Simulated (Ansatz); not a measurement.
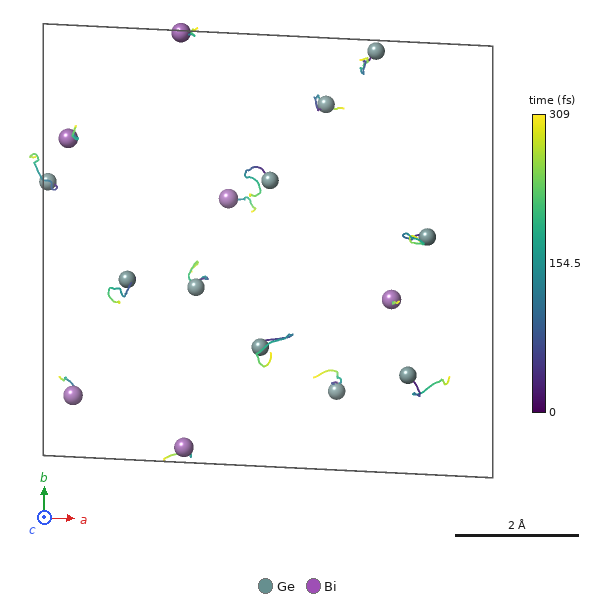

First-principles dynamics of an amorphous cell of composition Ge5Bi3 (16 atoms in the cell), 309 fs long. It starts from the last geometry of an earlier run, with fresh velocities. Lines trace each atom's path, coloured by time; spheres stand at the starting positions. Seen along the c axis in the simulation cell.

Theory: Ansatz, DFT PBE, scalar-relativistic, plane waves, PAW. Settings: plane-wave cutoff 420 eV; k-point mesh 1 × 1 × 1; Fermi-Dirac smearing 0.0862 eV; volume 0.96 times that of the relaxed crystal; set temperature 1000 K; time step 3 fs.

How do the atoms move?

Root-mean-square distances from the starting positions over the second half, with the common drift of all atoms taken out: Ge 0.45 Å, Bi 0.36 Å. Against the typical shortest distance between atoms in the first frame, about 2.6 Å these are large excursions, but over 309 fs one can't yet tell strong vibration from the start of diffusion. Over the second half the temperature averages 1120 K (spread ±164 K). The potential energy in the second half lies on average 76.9 meV per atom below the first frame. The mean pressure there is 8.2 GPa.

Limits of the set-up: the periodic images lie only 7.0 Å apart, so the values are limited by the cell's size.

Cost: 3.9 min on 2 threads of Arm Neoverse V2, with other jobs on the host, peak memory 0.61 GiB.
